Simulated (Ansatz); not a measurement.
# Scan of one atom of the cell for SnO (litharge type, space group P4/nmm)

SnO (litharge type, space group P4/nmm)

```
CELL_PARAMETERS angstrom
      3.76899     0.00000     0.00000
      0.00000     3.76899     0.00000
      0.00000     0.00000     4.56019
ATOMIC_POSITIONS crystal
  Sn 0.50000 0.00000 0.25342
  Sn 0.00000 0.50000 0.74658
  O  0.00000 0.00000 0.00000
  O  0.50000 0.50000 0.00000
```

In this cell atom 3 (O, nearest neighbour Sn at 2.211 Å; its periodic images, 3.8 Å or more away, move with it) is moved by s along Cartesian z, unit vector (0.000, 0.000, 1.000); all other atoms and the cell stay fixed.

The numbers are results of PBEsol-D3(BJ) (plane waves to 420 eV, PAW, scalar-relativistic; Ansatz, a first-principles code), not measurements. k mesh 10×10×8 (Γ-centred), Fermi-Dirac smearing 0.05 eV. E stands for the smeared free energy. With partly filled bands, energies and forces of such displacements shift with the k mesh and the smearing. SnO was relaxed with its symmetry unable to fall. The PAW data are Ansatz's earlier set. ΔE is measured from the undisplaced structure.

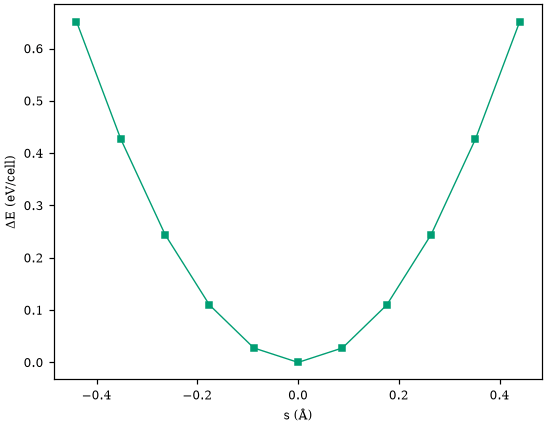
Figure. ΔE (eV/cell) against s (Å); markers are the computed points, lines only join them.

The force constant k = d²E/ds² at s = 0 (finite differences) comes out as 7.16 eV/Å² and the energy at s = 0.440 Å comes out as 652 meV/cell. The force along the line at s = -0.440 Å is 2.77 eV/Å. Shape of the curve: a single well with its minimum at or next to zero displacement. Symmetry of the curve: even: the same for both signs.

The forces along the line at the two nearest points give (0.627 − (-0.627)) / (2·0.088) = 7.12 eV/Å²; the next pair corrects for the finite step.

(A displaced cell: forces are minus the slopes of the energy, force constants its curvatures, and phonons follow from these.)
